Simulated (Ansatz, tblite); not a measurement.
**(F3Sn)2NH (F₆HNSn₂): which spin state is lowest**

Aim: set other spin states of (F3Sn)2NH (F₆HNSn₂) against its singlet, on many levels of theory.

The runs use Ansatz 0.2.0, Gaussian basis; as each input shows.

Plan: triplet, at the geometry of the singlet (GFN1-xTB, GFN2-xTB, PBE0-D4/def2-TZVP, PBE-D4/def2-TZVP, r2SCAN-D4/def2-TZVP); the singlet's energies come from earlier runs.

2 further runs of the same task are left out: 2 set aside as unsound or not needed. Runs told in other sessions of the task aren't counted.

## Step 1: The relaxed structure

The geometry is that of the singlet, from an earlier relaxation (PBE0-D4/def2-SVP).

10 atoms, charge 0, spin multiplicity 1.

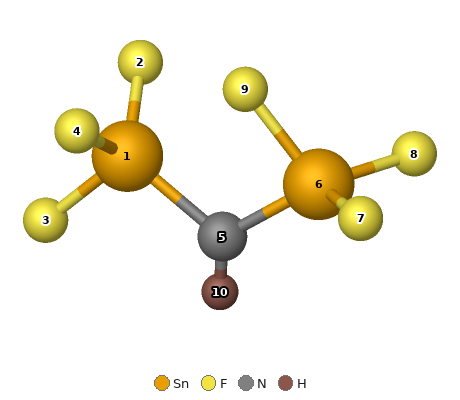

The geometry (tin amber, fluorine yellow, nitrogen grey, hydrogen brown); atoms are numbered from 1 in the order of the file.

Sn takes a core potential in the def2 sets. No spin-orbit coupling is included.

## Step 2: Triplet at the fixed geometry, GFN1-xTB

Tight binding, by tblite at 300 K electronic temperature and without a spin-polarisation term:

```python
tblite.interface.Calculator('GFN1-xTB', numbers, positions, charge=0, uhf=2).singlepoint()
```

Energy -1074.9787 eV; 0.01 s.

## Step 3: Triplet at the fixed geometry, GFN2-xTB

Tight binding, by tblite at 300 K electronic temperature and without a spin-polarisation term:

```python
tblite.interface.Calculator('GFN2-xTB', numbers, positions, charge=0, uhf=2).singlepoint()
```

Energy -979.3551 eV; 0.033 s.

## Step 4: Triplet at the fixed geometry, PBE0-D4/def2-TZVP

Input file in.yaml:

```yaml
crystal:
  periodic: [false, false, false]
  atoms:
    - {symbol: Sn, position_ang: [0.885321, 0.787849, 0.977237]}
    - {symbol: F, position_ang: [2.627960, 0.233470, 0.430162]}
    - {symbol: F, position_ang: [1.098668, 2.670686, 1.285425]}
    - {symbol: F, position_ang: [0.380640, 0.109539, 2.687477]}
    - {symbol: N, position_ang: [-0.553904, 0.790363, -0.446289]}
    - {symbol: Sn, position_ang: [-0.929244, -1.051071, -1.022007]}
    - {symbol: F, position_ang: [-2.589234, -1.912619, -0.660977]}
    - {symbol: F, position_ang: [-0.421381, -1.728990, -2.729209]}
    - {symbol: F, position_ang: [0.394688, -1.551174, 0.342489]}
    - {symbol: H, position_ang: [-0.893523, 1.651947, -0.864298]}
basis:
  gaussian: {orbitals: def2-TZVP}
magnetization: {spin_polarized: true, initial_magnetization: 2}
hamiltonian: {xc: pbe0, dispersion: d4}
scf: {omitted_lower_state_checks: [starts]}
output: {orbitals: {seedname: orbitals}}
```

Command:

```console
> ansatz run in.yaml --threads 4 --pin off --events-out ev --progress --plain --max-ram 4787MiB
```

The log of the run:

```text
Functional definition: PBE0
  name "PBE0"
  cite "Adamo & Barone, J. Chem. Phys. 110, 6158 (1999) doi:10.1063/1.478522"
  cite "Perdew, Burke & Ernzerhof, Phys. Rev. Lett. 77, 3865 (1996) doi:10.1103/PhysRevLett.77.3865"
  parent pbe
  parameter a = 0.25
  parameter kappa = 0.804
  parameter beta = 0.06672455060314922
  exchange = (1 - a)*pbe_x(kappa = kappa, mu = beta*pi^2/3) + a*exact_x
  correlation = pbe_c(beta = beta)
these checks for a lower state are left out or cut short: starts
2057 factors; their error is unknown
the host lacks memory for fits, so the integrals are decomposed
2439 factors; integrals over basis functions are off by at most 7.6e-4 eV
mean field evaluation 1: about -29450.5218 eV, gradient 6.5e1 eV
mean field evaluation 2: about -29420.5805 eV, gradient 1.2e2 eV
mean field evaluation 4: about -29463.0031 eV, gradient 4.3e0 eV
mean field evaluation 8: about -29463.2188 eV, gradient 5.6e-1 eV
mean field evaluation 16: about -29463.2203 eV, gradient 2.2e-3 eV
mean field -29463.22034549 eV, -1082.7533768088 hartree, gradient 8.7e-5 eV, S^2 2.005491; 0 other end points of the search recorded, 0 dependent functions left out
reference -29463.22039597 eV, -1082.7533786640 hartree; 54, 52 occupied and 269, 271 virtual orbitals, 2439 factors
Total energy: -29463.48196980 eV, -1082.7629913249 hartree
Checks for a lower state left out: starts
```

It took 23 s on 4 threads of Arm Neoverse V1, shared host; peak memory 1.8 GiB.

HOMO -5.98 eV, LUMO -7.68 eV (over both spins; with the spin held, an empty level of the minority spin lies below the top filled one); ⟨S²⟩ 2.005 (pure: 2.00).

## Step 5: Triplet at the fixed geometry, PBE-D4/def2-TZVP

start.molden holds the orbitals of an earlier run on this state, given as this run's starting guess.

in.yaml, as its differences from that of step 4:

```diff
@@ -14,5 +14,5 @@
 basis:
-  gaussian: {orbitals: def2-TZVP}
+  gaussian: {orbitals: def2-TZVP, initial_orbitals: start.molden}
 magnetization: {spin_polarized: true, initial_magnetization: 2}
-hamiltonian: {xc: pbe0, dispersion: d4}
+hamiltonian: {xc: pbe, dispersion: d4}
 scf: {omitted_lower_state_checks: [starts]}
```

Launched as before.

The log of the run:

```text
Functional definition: PBE
  name "PBE"
  cite "Perdew, Burke & Ernzerhof, Phys. Rev. Lett. 77, 3865 (1996) doi:10.1103/PhysRevLett.77.3865"
  parent pbe
  parameter kappa = 0.804
  parameter beta = 0.06672455060314922
  exchange = pbe_x(kappa = kappa, mu = beta*pi^2/3)
  correlation = pbe_c(beta = beta)
these checks for a lower state are left out or cut short: starts
1911 factors; their error is unknown
mean field evaluation 1: about -29463.1391 eV, gradient 1.1e1 eV
mean field evaluation 2: about -29463.5089 eV, gradient 5.3e-1 eV
mean field evaluation 4: about -29463.5075 eV, gradient 2.8e-1 eV
mean field evaluation 8: about -29463.5077 eV, gradient 4.7e-5 eV
mean field -29463.50765901 eV, -1082.7639353860 hartree, gradient 2.3e-5 eV, S^2 2.003203; 0 other end points of the search recorded, 0 dependent functions left out
reference -29463.50773094 eV, -1082.7639380293 hartree; 54, 52 occupied and 269, 271 virtual orbitals, 1911 factors
Total energy: -29463.81188316 eV, -1082.7751154171 hartree
Checks for a lower state left out: starts
```

It took 11 s on 4 threads of Arm Neoverse V1, shared host; peak memory 0.65 GiB.

Report: HOMO -5.24 eV, LUMO -8.90 eV (over both spins; with the spin held, an empty level of the minority spin lies below the top filled one); ⟨S²⟩ 2.003 (pure: 2.00).

## Step 6: Triplet at the fixed geometry, r2SCAN-D4/def2-TZVP

in.yaml, as its differences from that of step 5:

```diff
@@ -16,3 +16,3 @@
 magnetization: {spin_polarized: true, initial_magnetization: 2}
-hamiltonian: {xc: pbe, dispersion: d4}
+hamiltonian: {xc: r2scan, dispersion: d4}
 scf: {omitted_lower_state_checks: [starts]}
```

Same command.

The log of the run:

```text
Functional definition: r2SCAN
  name "r2SCAN"
  cite "Furness, Kaplan, Ning, Perdew & Sun, J. Phys. Chem. Lett. 11, 8208 (2020) doi:10.1021/acs.jpclett.0c02405"
  cite "Furness, Kaplan, Ning, Perdew & Sun, J. Phys. Chem. Lett. 11, 9248 (2020) doi:10.1021/acs.jpclett.0c03077"
  parent r2scan
  parameter k0 = 0.174
  parameter k1 = 0.065
  parameter a1 = 4.9479
  exchange = r2scan_x(k0 = k0, k1 = k1, a1 = a1)
  correlation = r2scan_c
these checks for a lower state are left out or cut short: starts
1911 factors; their error is unknown
mean field evaluation 1: about -29477.6331 eV, gradient 6.0e0 eV
mean field evaluation 2: about -29477.7299 eV, gradient 1.6e-1 eV
mean field evaluation 4: about -29477.7266 eV, gradient 4.4e-3 eV
mean field -29477.72655210 eV, -1083.2864700692 hartree, gradient 7.4e-5 eV, S^2 2.006405; 0 other end points of the search recorded, 0 dependent functions left out
reference -29477.72657753 eV, -1083.2864710034 hartree; 54, 52 occupied and 269, 271 virtual orbitals, 1911 factors
Total energy: -29477.80085428 eV, -1083.2892006239 hartree
Checks for a lower state left out: starts
```

Run time: 25 s. Hardware: 4 threads of Arm Neoverse V1, shared host; peak memory 0.74 GiB.

Report: HOMO -5.34 eV, LUMO -8.43 eV (over both spins; with the spin held, an empty level of the minority spin lies below the top filled one); ⟨S²⟩ 2.006 (pure: 2.00).

## Step 7: Triplet less singlet, vertical

The singlet's energies are those of its earlier runs, whose logs aren't repeated here.

| level | triplet less singlet, vertical (kJ/mol) | time |
| --- | --- | --- |
| GFN1-xTB | +218.8 | 0.019 s |
| GFN2-xTB | +297.2 | 0.042 s |
| PBE-D4/def2-TZVP | +338.9 | 17 s |
| r2SCAN-D4/def2-TZVP | +344.0 | 36 s |
| PBE0-D4/def2-TZVP | +360.0 | 35 s |

Times add the two runs; a level without a time comes out of a correlated run. Tight binding without a spin term can't rank spin states.

## Step 8: Outcome

```
                                                quantity                                       value
triplet less singlet, vertical, functionals in def2-TZVP  +338.9 (PBE-D4) to +360.0 kJ/mol (PBE0-D4)
```

What this shows: All functionals put the triplet above the singlet, over a spread of 21.2 kJ/mol. The checks for a lower triplet were left out, so another state of that spin may lie lower. These are electronic energies, without zero-point motion, entropy or surroundings.
